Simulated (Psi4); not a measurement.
# GeNH3S (SMILES [NH2][Ge][SH]): a chain of runs

Wanted: a series of 10 runs (PBE-D4/def2-SVP, PBE0-D4/def2-TZVP, PBE-D4/def2-TZVPP, r2SCAN-D4/def2-TZVPP, B3LYP-D4/def2-TZVPP, PBE0-D4/def2-TZVPP, wB97M-V/def2-TZVPP, CCSD(T)/def2-TZVPP, and more) of GeNH3S. 

Program for the calculation: Psi4 1.11.

### Step 1. The molecule

GeNH3S: 6 atoms, total charge 0, spin state singlet. As SMILES, `[NH2][Ge][SH]`. The shape comes from GFN2-xTB, rattled, which is rough for such elements, and wasn't checked as a minimum. This is one conformer, not always the lowest. The run starts from this shape.

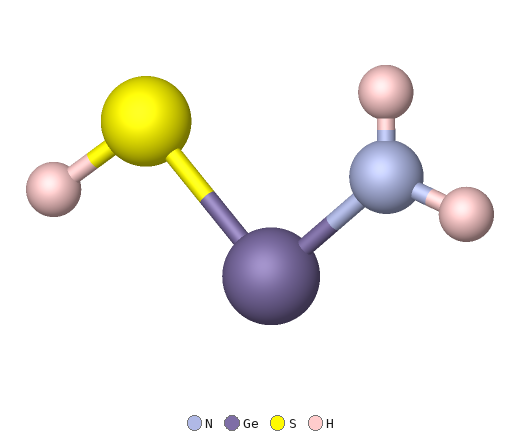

The structure, seen from a chosen angle (nitrogen light blue, germanium purple, sulfur yellow, hydrogen pink).

### Step 2. A geometry optimisation at PBE-D4/def2-SVP (density fitting) (run 1)

File job.inp:

```
memory 3300 MB

molecule {
  0 1
  N     -0.871711     0.280857    -0.849663
  Ge     0.388644    -0.916922    -0.424297
  S      1.033530     0.165471     1.451631
  H     -1.100178     1.039141    -0.385750
  H     -1.457908     0.134896    -1.704236
  H      2.036463    -0.637431     1.786985
  units angstrom
  symmetry c1
}

set globals {
  basis                   def2-SVP
  scf_type                df
  geom_maxiter            60
  max_force_g_convergence 0.0005
}

result, w = optimize('pbe-d4', return_wfn=True)
```

On the command line:

```sh
$ psi4 job.inp job.out -n 2
```

job.out:

```text
[...]
  Running in c1 symmetry.
[...]
  Nuclear repulsion =  246.167809314158774
[...]
  Multiplicity = 1
[...]
  Nalpha       = 29
  Nbeta        = 29
[...]
    Number of basis functions: 79
[...]
   @DF-RKS iter   1: -2529.17592089592517   -1.73122e+00   3.19404e-02 ADIIS/DIIS
[...]
   @DF-RKS iter   9: -2530.82062636143655   -4.54747e-13   4.59014e-09 DIIS
[...]
  @DF-RKS Final Energy: -2530.82062636143655
   => Energetics <=
    Nuclear Repulsion Energy =            241.3933746954004391
    One-Electron Energy =               -4002.2021222527037025
    Two-Electron Energy =                1342.1486944182618117
    DFT Exchange-Correlation Energy =    -112.1557429802069663
    Empirical Dispersion Energy =          -0.0048302421882785
    VV10 Nonlocal Energy =                  0.0000000000000000
    Total Energy =                      -2530.8206263614365525
[...]
  -Total Gradient:
     Atom            X                  Y                   Z
    ------   -----------------  -----------------  -----------------
       1       -0.000203199251     0.000406417823     0.000158411204
       2        0.000076100688    -0.000360905188    -0.000156656813
       3       -0.000024979736     0.000207690437     0.000187920955
       4        0.000011992851    -0.000219681799    -0.000156585595
       5        0.000064373221    -0.000027155755    -0.000047127447
       6        0.000102972380    -0.000074078579    -0.000018604721
[...]
```

On the terminal:

```text
Optimizer: Optimization complete!
```

Wall time 4.2 min (2 threads of Intel Xeon at 2.50GHz (Skylake/Cascade Lake), shared host); peak memory 0.57 GiB.

The path in brief:

```csv
step,energy from the first frame kept (eV),largest force (eV/Å)
0,0.0000,6.5184
1,-0.3738,0.3785
2,-0.3737,0.1589
3,-0.3701,0.2358
4,-0.3773,0.0733
5,-0.3792,0.0247
```

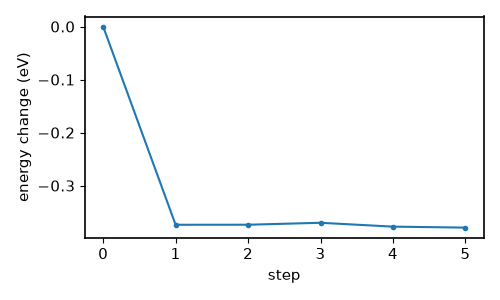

Energy along the run.

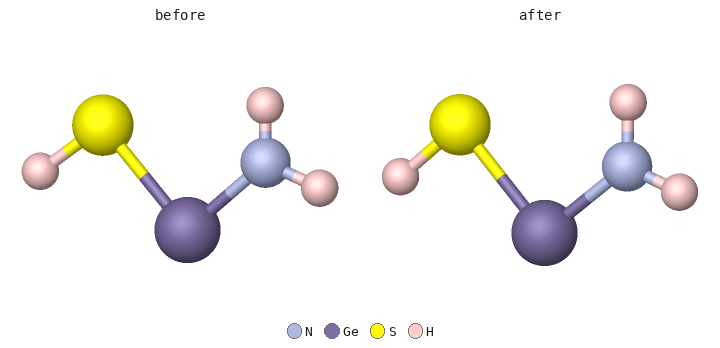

Before and after, at one scale.

After the run. Bond lengths: N1–Ge2 1.839 Å, Ge2–S3 2.290 Å, N1–H4 1.024 Å, N1–H5 1.023 Å, S3–H6 1.362 Å. Angles: N1–Ge2–S3 95.0°, Ge2–N1–H4 127.4°, Ge2–N1–H5 120.5°, Ge2–S3–H6 92.8°, H4–N1–H5 112.1°.

### Step 3. A structure relaxation at PBE0-D4/def2-TZVP (density fitting) (run 2)

File geh3ns.dat:

```
memory 3300 mb

molecule {
  0 1
  N     -0.921670     0.258657    -0.889054
  Ge     0.399676    -0.930914    -0.420688
  S      1.034621     0.208043     1.462345
  H     -1.193728     1.113021    -0.394125
  H     -1.482604     0.106125    -1.730972
  H      2.005069    -0.698369     1.764809
  units angstrom
  symmetry c1
}

set basis def2-TZVP
set reference rks
set scf_type df
set geom_maxiter 50
set max_force_g_convergence 0.0002

optimize('pbe0-d4')
```

On the command line:

```sh
$ psi4 -i geh3ns.dat -o geh3ns.out -n 2
```

geh3ns.out:

```text
[...]
  Running in c1 symmetry.
[...]
  Nuclear repulsion =  241.393351767178700
[...]
  Multiplicity = 1
[...]
  Nalpha       = 29
  Nbeta        = 29
[...]
    Number of basis functions: 134
[...]
   @DF-RKS iter   1: -2529.70119829189798   -2.10212e+00   2.31073e-02 DIIS/ADIIS
[...]
   @DF-RKS iter   7: -2531.37379981155300   -1.50067e-11   8.44838e-09 DIIS
[...]
  @DF-RKS Final Energy: -2531.37379981155300
   => Energetics <=
    Nuclear Repulsion Energy =            244.7780739340529124
    One-Electron Energy =               -4010.0567413592361845
    Two-Electron Energy =                1318.7189218518819871
    DFT Exchange-Correlation Energy =     -84.8099739956479226
    Empirical Dispersion Energy =          -0.0040802426039464
    VV10 Nonlocal Energy =                  0.0000000000000000
    Total Energy =                      -2531.3737998115529990
[...]
  -Total Gradient:
     Atom            X                  Y                   Z
    ------   -----------------  -----------------  -----------------
       1        0.000079654750    -0.000059836561     0.000037066565
       2       -0.000008042822     0.000014618788     0.000009642065
       3       -0.000019240537    -0.000001522294    -0.000025196225
       4       -0.000042003305     0.000034996008    -0.000013773129
       5       -0.000005510917    -0.000024873738    -0.000034588980
       6        0.000004009753    -0.000030192719    -0.000027074190
[...]
```

The script printed:

```text
Optimizer: Optimization complete!
```

Wall time 4.6 min (2 threads of Intel Xeon at 2.50GHz (Skylake/Cascade Lake), shared host); peak memory 0.8 GiB.

The path in brief:

```csv
step,energy from the first frame kept (eV),largest force (eV/Å)
0,0.0000,0.6967
1,-0.0290,0.1189
2,-0.0232,0.0754
3,-0.0297,0.0264
4,-0.0297,0.0055
```

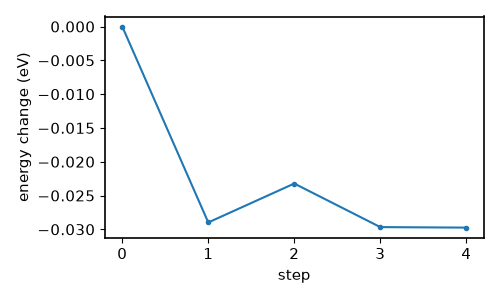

Energy along the run.

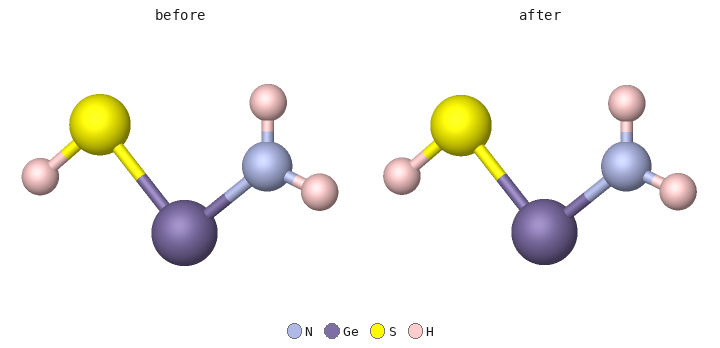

Before and after, at one scale.

After the run. Bond lengths: N1–Ge2 1.818 Å, Ge2–S3 2.255 Å, N1–H4 1.008 Å, N1–H5 1.007 Å, S3–H6 1.342 Å. Angles: N1–Ge2–S3 95.2°, Ge2–N1–H4 126.8°, Ge2–N1–H5 120.6°, Ge2–S3–H6 93.5°, H4–N1–H5 112.6°.

Runs 3 to 9 aren't shown in full; the table further down has their settings and results.

### Step 4. A single-point energy at MP2/def2-QZVPP (density fitting, density fitting for correlation) (run 10)

File geh3ns.in:

```
memory 3.3 GB

molecule mol {
  N
  Ge 1 1.817533
  S 2 2.255085 1 95.20512
  H 1 1.008146 2 126.82294 3 -0.00885
  H 1 1.007023 4 112.56194 2 179.99739
  H 3 1.34171 2 93.46137 1 -179.99329
  symmetry c1
}

set basis def2-QZVPP
set scf_type df
set num_frozen_docc 15

E = energy('mp2')
```

On the command line:

```sh
$ psi4 -i geh3ns.in -o geh3ns.out -n 2
```

geh3ns.out:

```text
[...]
  Running in c1 symmetry.
[...]
  Nuclear repulsion =  244.778119003778670
[...]
  Multiplicity = 1
[...]
  Nalpha       = 29
  Nbeta        = 29
[...]
    Number of basis functions: 306
[...]
   @DF-RHF iter   1: -2527.80585315406415   -3.23791e+00   1.02300e-02 ADIIS/DIIS
[...]
   @DF-RHF iter  13: -2529.23349735720421   -4.36557e-11   4.24809e-09 DIIS
[...]
  @DF-RHF Final Energy: -2529.23349735720421
   => Energetics <=
    Nuclear Repulsion Energy =            244.7781190037786700
    One-Electron Energy =               -4010.2787916376209978
    Two-Electron Energy =                1236.2671752766382269
    Total Energy =                      -2529.2334973572042145
[...]
 Multipole Moments:
 ------------------------------------------------------------------------------------
     Multipole            Electronic (a.u.)      Nuclear  (a.u.)        Total (a.u.)
 ------------------------------------------------------------------------------------
 L = 1.  Multiply by 2.5417464519 to convert [e a0] to [Debye]
 Dipole X            :          0.0001246           -0.0001226            0.0000020
 Dipole Y            :          6.5413955           -6.0047026            0.5366929
 Dipole Z            :          3.9018759           -4.1730245           -0.2711486
 Magnitude           :                                                    0.6012993
[...]
```

Run time: 47 s. Hardware: 2 threads of Intel Xeon at 2.50GHz (Skylake/Cascade Lake), shared host; peak memory 0.91 GiB.

### Step 5. All runs side by side

```csv
run,level,geom maxiter,max force g convergence,energy (Eh),HOMO energy (eV),LUMO energy (eV),HOMO–LUMO gap (eV),wall time
1,PBE-D4/def2-SVP (density fitting),60,0.0005,-2530.820626,-5.70,-2.07,3.63,4.2 min
2,PBE0-D4/def2-TZVP (density fitting),50,0.0002,-2531.373800,-6.94,-1.47,5.46,4.6 min
3,PBE0-D4/def2-TZVP (density fitting),–,–,timeout,–,–,–,13 min
4,PBE-D4/def2-TZVPP (density fitting),–,–,-2531.293118,-5.89,-2.21,3.69,99 s
5,r2SCAN-D4/def2-TZVPP (density fitting),–,–,timeout,–,–,–,2 min
6,B3LYP-D4/def2-TZVPP (density fitting),–,–,-2531.914236,-6.76,-1.68,5.08,1.8 min
7,PBE0-D4/def2-TZVPP (density fitting),–,–,-2531.376125,-6.94,-1.48,5.46,1.8 min
8,wB97M-V/def2-TZVPP (density fitting),–,–,timeout,–,–,–,2 min
9,"CCSD(T)/def2-TZVPP (density fitting, density fitting for correlation)",–,–,timeout,–,–,–,9.7 min
10,"MP2/def2-QZVPP (density fitting, density fitting for correlation)",–,–,-2530.156502,-9.29,1.29,10.58,47 s
```

### Step 6. What came out

```
                                                            quantity           value
                                run 10, MP2/def2-QZVPP: total energy  -2530.15650 Eh
         run 10, MP2/def2-QZVPP: HOMO energy (Hartree–Fock orbitals)        -9.29 eV
         run 10, MP2/def2-QZVPP: LUMO energy (Hartree–Fock orbitals)         1.29 eV
       run 10, MP2/def2-QZVPP: HOMO–LUMO gap (Hartree–Fock orbitals)        10.58 eV
run 10, MP2/def2-QZVPP: correlation energy (15 core orbitals frozen)      -923.0 mEh
```

**Reading.** Over runs 4, 6, 7 the dipole moment (its size) runs from 1.49 D (PBE-D4/def2-TZVPP) to 1.53 D (B3LYP-D4/def2-TZVPP). Over runs 4, 6, 7 the HOMO–LUMO gap runs from 3.69 eV (PBE-D4/def2-TZVPP) to 5.46 eV (PBE0-D4/def2-TZVPP). Totals of different functionals can't be ranked against each other. All runs together took 42 min, the longest 13 min. 4 of the 10 runs did not end normally.
